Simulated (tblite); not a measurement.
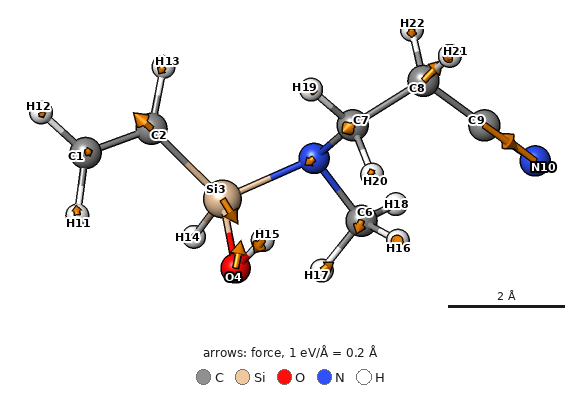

Starting geometry of C₆H₁₂N₂OSi with the computed forces as orange arrows. The picture is a ball-and-stick view, seen at a tilt.

The calculation used GFN2-xTB geometry optimisation, gas phase in tblite. 

What follows when this structure is relaxed?

It isn't relaxed: the largest force vector, on an N atom, is 4.51 eV/Å. The final displacements have little in common with the starting forces (cosine between the two patterns 0.13). Over 211 geometry steps the energy falls by 136.3 kJ/mol. The atom that moves furthest after the best rigid fit is an H atom (2.43 Å). Largest moves by element: H 2.43 Å, O 1.88 Å, C 1.02 Å, N 1.02 Å, Si 0.44 Å. Some distances before and after: O–Si 1.749 → 1.624 Å, C–Si 1.804 → 1.885 Å, C–C 1.485 → 1.549 Å, N–Si 1.781 → 1.731 Å. Among the angles between lasting bonds that change: Si–O–H 104.3° → 121.0°, Si–N–C 106.8° → 119.4°, N–Si–H 106.8° → 116.8°. Groups turn about C–Si by about 60°.
